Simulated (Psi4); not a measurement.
# C2H3 (SMILES [CH]=C): levels of theory compared

We compute a comparison of 3 runs (UB3LYP/6-31G*, UMP2/cc-pVTZ, ROCISD/6-31G*) of C2H3. 

Program for the calculation: Psi4 1.11.

2 further runs of the same task are left out: 2 that didn't finish.

### Step 1. The structure to begin with

C2H3 has 5 atoms, charge 0, and is taken as a doublet. As SMILES, `[CH]=C`. Geometry: relaxed at GFN2-xTB.

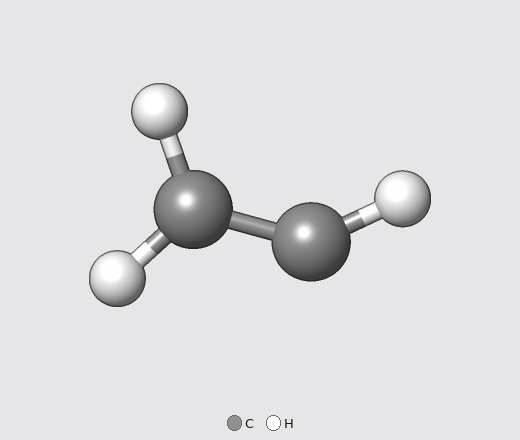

The structure, seen from a chosen angle (carbon grey, hydrogen white).

### Step 2. The energy at UB3LYP/6-31G(d) (Cartesian functions) (run 1)

File c2h3.xyz:

```xyz
5
C2H3
C      0.488520    -0.426400     0.565940
C     -0.135750     0.376760    -0.223760
H      0.488770    -1.456780     0.834720
H     -0.941450     0.075310    -0.899950
H      0.099910     1.431120    -0.276960
```

File c2h3_ase.py:

```python
import numpy as np
from ase.calculators.psi4 import Psi4
from ase.io import read

a = read('c2h3.xyz')
calc = Psi4(atoms=a, method='b3lyp', basis='6-31G*', memory='1600MB', num_threads=1, charge=0, multiplicity=2, label='calc', reference='uks')
calc.psi4.set_options({'puream': False, 'e_convergence': 1e-09, 'd_convergence': 1e-08, 'scf_type': 'pk', 'dft_radial_points': 99, 'dft_spherical_points': 590, 'maxiter': 200})
a.calc = calc

print(f'energy: {a.get_potential_energy():.6f} eV')
```

Started as:

```
$ python c2h3_ase.py
```

calc.dat:

```text
[...]
  Running in c1 symmetry.
[...]
  Nuclear repulsion =   28.740158547655156
[...]
  Multiplicity = 2
[...]
  Nalpha       = 8
  Nbeta        = 7
[...]
    Number of basis functions: 36
[...]
   @UKS iter   1:   -77.74406052767415   -3.27992e-01   1.45547e-02 DIIS/ADIIS
[...]
   @UKS iter  12:   -77.90020083275652   -1.39266e-12   6.80969e-09 DIIS
[...]
   @S^2 Observed:                7.600537988E-01
[...]
    Orbital Energies [Eh]
    ---------------------
    Alpha Occupied:
       1A    -10.204299     2A    -10.186972     3A     -0.766639
       4A     -0.577531     5A     -0.463092     6A     -0.429203
       7A     -0.281698     8A     -0.228954
    Alpha Virtual:
       9A      0.022484    10A      0.133249    11A      0.134914
      12A      0.204455    13A      0.350002    14A      0.478005
      15A      0.537190    16A      0.570963    17A      0.584353
      18A      0.637091    19A      0.685336    20A      0.850882
      21A      0.895063    22A      0.933005    23A      1.017794
      24A      1.101345    25A      1.466001    26A      1.527243
[...]
  @UKS Final Energy:   -77.90020083275652
   => Energetics <=
    Nuclear Repulsion Energy =             28.7401585476551560
    One-Electron Energy =                -160.3922923889518870
    Two-Electron Energy =                  63.3813949880511345
    DFT Exchange-Correlation Energy =      -9.6294619795109266
    Empirical Dispersion Energy =           0.0000000000000000
    VV10 Nonlocal Energy =                  0.0000000000000000
    Total Energy =                        -77.9002008327565250
[...]
 Multipole Moments:
 ------------------------------------------------------------------------------------
     Multipole            Electronic (a.u.)      Nuclear  (a.u.)        Total (a.u.)
 ------------------------------------------------------------------------------------
 L = 1.  Multiply by 2.5417464519 to convert [e a0] to [Debye]
 Dipole X            :          0.5659912           -0.7342752           -0.1682840
 Dipole Y            :         -0.2113279            0.1033318           -0.1079961
 Dipole Z            :          0.5831682           -0.7122409           -0.1290727
 Magnitude           :                                                    0.2379967
[...]
```

On the terminal:

```text
energy: -2119.772436 eV
```

Run time: 9.6 s. Hardware: 1 thread of Intel Xeon 6975P-C (Granite Rapids), shared host; peak memory 0.52 GiB.

### Step 3. The energy at UMP2/cc-pVTZ (run 2)

File c2h3.in:

```
memory 1600 MB

molecule {
  0 2
  C
  C 1 R2
  H 1 R3 2 A3
  H 2 R4 1 A4 3 D4
  H 2 R5 4 A5 1 D5

  R2 = 1.287791
  R3 = 1.064859
  A3 = 139.32113
  R4 = 1.094193
  A4 = 124.33886
  D4 = -0.26058
  R5 = 1.081684
  A5 = 113.48875
  D5 = 179.86373
  symmetry c1
  no_reorient
  no_com
}

set {
  reference uhf
  puream true
  e_convergence 1e-09
  d_convergence 1e-08
  scf_type pk
  num_frozen_docc 2
  mp2_type conv
  maxiter 200
}

e, wfn = energy('mp2/cc-pVTZ', return_wfn=True)
print_variables()
```

Started as:

```
$ psi4 -i c2h3.in -o c2h3.out -n 1
```

c2h3.out:

```text
[...]
  Running in c1 symmetry.
[...]
  Nuclear repulsion =   28.740156998673644
[...]
  Multiplicity = 2
[...]
  Nalpha       = 8
  Nbeta        = 7
[...]
    Number of basis functions: 102
[...]
   @UHF iter   1:   -77.34257431988922   -7.34761e-01   3.10396e-03 ADIIS/DIIS
[...]
   @UHF iter  17:   -77.41891985471256   -4.98801e-12   3.13137e-09 DIIS
[...]
   @S^2 Observed:                9.127481577E-01
[...]
    Orbital Energies [Eh]
    ---------------------
    Alpha Occupied:
       1A    -11.251951     2A    -11.222379     3A     -1.054372
       4A     -0.791859     5A     -0.640550     6A     -0.603171
       7A     -0.411185     8A     -0.396784
    Alpha Virtual:
       9A      0.160434    10A      0.164278    11A      0.179032
      12A      0.211558    13A      0.340609    14A      0.392365
      15A      0.429546    16A      0.434865    17A      0.479025
      18A      0.548647    19A      0.568576    20A      0.607605
      21A      0.636830    22A      0.647598    23A      0.693899
      24A      0.710182    25A      0.839681    26A      0.842655
[...]
  @UHF Final Energy:   -77.41891985471256
   => Energetics <=
    Nuclear Repulsion Energy =             28.7401569986736440
    One-Electron Energy =                -160.1425239471280690
    Two-Electron Energy =                  53.9834470937418516
    Total Energy =                        -77.4189198547125557
  UHF NO Occupations:
  HONO-2 :    6  A 1.9966369
  HONO-1 :    7  A 1.9220631
[...]
 Multipole Moments:
 ------------------------------------------------------------------------------------
     Multipole            Electronic (a.u.)      Nuclear  (a.u.)        Total (a.u.)
 ------------------------------------------------------------------------------------
 L = 1.  Multiply by 2.5417464519 to convert [e a0] to [Debye]
 Dipole X            :         -0.0013600            0.0019186            0.0005586
 Dipole Y            :         -0.3523356            0.5678106            0.2154750
 Dipole Z            :         -0.7722391            0.8571541            0.0849150
 Magnitude           :                                                    0.2316039
[...]
	SCS-MP2 Total Energy (a.u.)        :   -77.70630800366975
	SOS-MP2 Total Energy (a.u.)        :   -77.68468196063073
	SCSN-MP2 Total Energy (a.u.)       :   -77.53310536195863
[...]
	SOS-PI-MP2 Total Energy (a.u.)     :   -77.72897564495042
[...]
	MP2 Total Energy (a.u.)            :   -77.70526640542812
[...]
```

Wall time 9.6 s (1 thread of Intel Xeon 6975P-C (Granite Rapids), shared host); peak memory 0.63 GiB.

### Step 4. A single-point energy at ROCISD/6-31G(d) (Cartesian functions) (run 3)

File job.json:

```json
{
  "schema_name": "qcschema_input",
  "schema_version": 1,
  "molecule": {
    "schema_name": "qcschema_molecule",
    "schema_version": 2,
    "symbols": ["C", "C", "H", "H", "H"],
    "geometry": [0.92316901, -0.80577922, 1.0694716, -0.25653032, 0.71197321, -0.42284512, 0.92364144, -2.75291522, 1.57739219, -1.77908266, 0.14231527, -1.70065903, 0.18880254, 2.70442485, -0.52337855],
    "molecular_charge": 0,
    "molecular_multiplicity": 2,
    "fix_symmetry": "c1",
    "fix_com": true,
    "fix_orientation": true
  },
  "driver": "energy",
  "model": {
    "method": "cisd",
    "basis": "6-31G*"
  },
  "keywords": {
    "reference": "rohf",
    "scf_type": "pk",
    "freeze_core": true,
    "e_convergence": 1e-05
  }
}
```

Started as:

```
$ psi4 --qcschema job.json -n 1 --memory 1600MB
```

stdout:

```text
[...]
  Running in c1 symmetry.
[...]
  Nuclear repulsion =   28.740158571182899
[...]
  Multiplicity = 2
[...]
  Nalpha       = 8
  Nbeta        = 7
[...]
    Number of basis functions: 36
[...]
   @ROHF iter   1:   -77.32938612398796   -7.12633e-01   5.13205e-03 DIIS
[...]
   @ROHF iter  11:   -77.38027809314640   -3.16902e-12   6.00358e-09 DIIS
[...]
    Orbital Energies [Eh]
    ---------------------
    Doubly Occupied:
       1A    -11.241090     2A    -11.229933     3A     -1.027410
       4A     -0.765940     5A     -0.624371     6A     -0.574246
       7A     -0.386523
    Singly Occupied:
       8A     -0.120874
[...]
  @ROHF Final Energy:   -77.38027809314640
[...]
 Multipole Moments:
 ------------------------------------------------------------------------------------
     Multipole            Electronic (a.u.)      Nuclear  (a.u.)        Total (a.u.)
 ------------------------------------------------------------------------------------
 L = 1.  Multiply by 2.5417464519 to convert [e a0] to [Debye]
 Dipole X            :         -3.4823210            3.3331935           -0.1491275
 Dipole Y            :          0.3421031           -0.4690112           -0.1269081
 Dipole Z            :         -3.3393910            3.2331135           -0.1062775
 Magnitude           :                                                    0.2227994
[...]
Warning: iopen=0,opentype!=closed. Making iopen=1
[...]
   ==> Energetics <==
    SCF energy =          -77.380278093146416
    Total CI energy =     -77.621419126219763
[...]
```

The result, in JSON:

```text
{
 "driver": "energy",
 "model": {
  "method": "cisd",
  "basis": "6-31G*"
 },
 "success": true,
 "return_result": -77.62141912621976,
 "properties": {
  "calcinfo_nbasis": 36,
  "calcinfo_nmo": 36,
  "calcinfo_nalpha": 8,
  "calcinfo_nbeta": 7,
  "calcinfo_natom": 5,
  "nuclear_repulsion_energy": 28.7401585711829,
  "return_energy": -77.62141912621976,
  "scf_one_electron_energy": -160.13285457745496,
  "scf_two_electron_energy": 54.01241791312565,
  "scf_dipole_moment": [-0.1491275038309352, -0.12690807040433738, -0.1062775036703072],
  "scf_total_energy": -77.3802780931464,
  "scf_iterations": 11
 }
}
```

It took 13 s on 1 thread of Intel Xeon 6975P-C (Granite Rapids), shared host; peak memory 0.21 GiB.

### Step 5. Overview of the runs

```
run                                level  Cartesian functions  frozen core orbitals  energy (Eh)  HOMO energy (eV)  LUMO energy (eV)   ⟨S²⟩  wall time
  1  UB3LYP/6-31G* (Cartesian functions)                  yes                     0   -77.900201             -6.23             -1.74  0.760      9.6 s
  2                         UMP2/cc-pVTZ                   no                     2   -77.705266            -10.80              3.17  0.913      9.6 s
  3  ROCISD/6-31G* (Cartesian functions)                  yes                     2   -77.621419                 –                 –      –       13 s
```

### Step 6. Summary of results

| quantity | value |
| --- | --- |
| run 3: total energy | -77.62142 Eh |
| run 3: correlation energy (2 core orbitals frozen) | -241.1 mEh |

What this shows: Spin contamination of the reference: run 2 ⟨S²⟩ = 0.91. All runs together took 32 s, the longest 13 s.
